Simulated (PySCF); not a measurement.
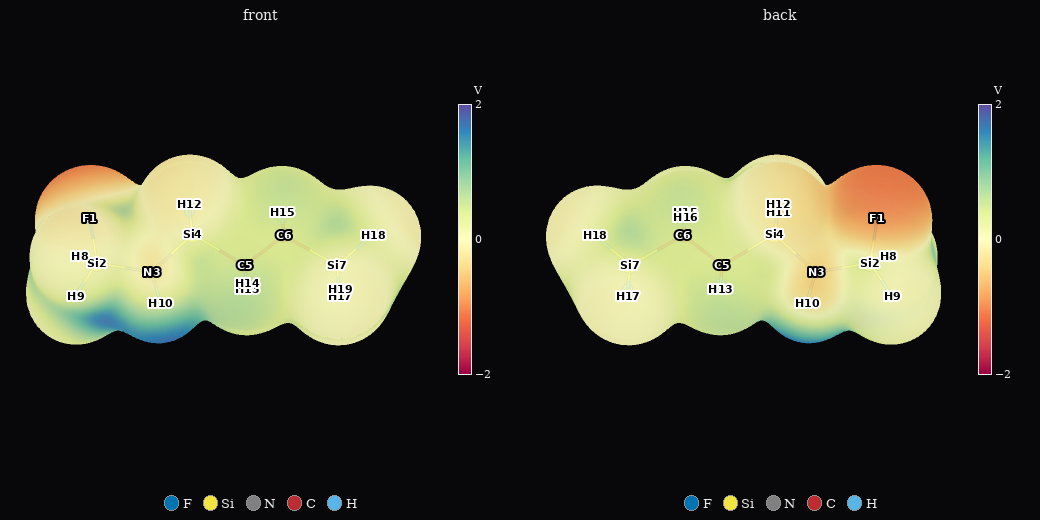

C2H12FNSi3 (SMILES F[SiH2]N[SiH2]CC[SiH3]). The electrostatic potential painted on the density surface at 0.001 e/bohr³, seen from the front and from behind; the colour scale runs from red (negative) to blue (positive).

Geometry: GFN2-xTB.

Computed with PBE0/pcSseg-1, SCF density, gas phase, non-relativistic in PySCF 2.14.0.

Input file:

```
{"job": {"kind": "nmr", "xc": "PBE0", "basis": "pcSseg-1"}, "charge": 0, "multiplicity": 1}
F     -4.183033     0.997565     0.158472
Si    -3.827586    -0.566755     0.117973
N     -2.120535    -0.660586    -0.053602
Si    -0.929894     0.509876     0.433515
C      0.766828    -0.236244     0.025510
C      1.902146     0.716992     0.393722
Si     3.619573     0.015989    -0.019805
H     -4.318810    -1.077304     1.390470
H     -4.473544    -1.109961    -1.066064
H     -1.768015    -1.541576    -0.386815
H     -1.144718     1.751391    -0.314973
H     -1.041892     0.762035     1.876856
H      0.831371    -0.473248    -1.038332
H      0.906467    -1.179279     0.558205
H      1.841167     0.947106     1.459072
H      1.753107     1.664873    -0.126627
H      3.703776    -0.255752    -1.457506
H      4.654321     0.980491     0.357789
H      3.819468    -1.236362     0.715004
```

Run with:

```sh
OMP_NUM_THREADS=1 python probes_run.py task.json out
```

> Describe the electrostatic potential map.

The most negative region (about −1.1 V) lies over F1, the most positive (about +1.6 V) over Si2 and H10.
